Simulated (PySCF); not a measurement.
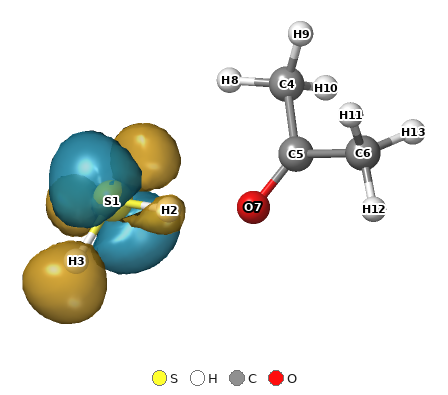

C₃H₈OS, SMILES `S.CC(C)=O`. Unrelaxed difference density of S₂ less the ground state (CIS singlet states), ±0.05 e/Å³; yellow: gain, teal: loss.

PySCF calculation, HF/def2-SVP, gas phase; geometry: GFN2-xTB. The pair's geometry is semi-empirical, so its contact may be too short or too long. GFN2-xTB bond lengths at metals and heavier atoms can be off by up to 0.1 Å and shapes distorted, which carries into these values. Without diffuse functions Rydberg states are missing, so the states' numbers hold for this basis only.

Coordinates in Å:

```
S1      -2.6592    0.0381   -0.0158
H2      -1.4234   -0.4631   -0.0351
H3      -3.1982   -1.1474    0.2243
C4       1.0488    1.3763    0.0194
C5       1.3349   -0.0993    0.0041
C6       2.7942   -0.4621   -0.0094
O7       0.4616   -0.9353   -0.0040
H8       0.0320    1.5706    0.3509
H9       1.7583    1.9038    0.6507
H10      1.1531    1.7543   -0.9972
H11      3.2090   -0.2757    0.9801
H12      2.9220   -1.5141   -0.2499
H13      3.3341    0.1551   -0.7228
```

How does the charge move on excitation?

Answer. 0.75 e is displaced in all, of which about 0.4 e passes between atoms: S1 (0.36 e) loses electrons and H3 (0.30 e) gains them. The state: 6.92 eV (179 nm), f = 0.001 (very weak); the leading pair carries 100 %; hole on S1 (92 %), electron on S1 (56 %), H3 (34 %) and H2 (6 %); their centroids lie 0.5 Å apart.
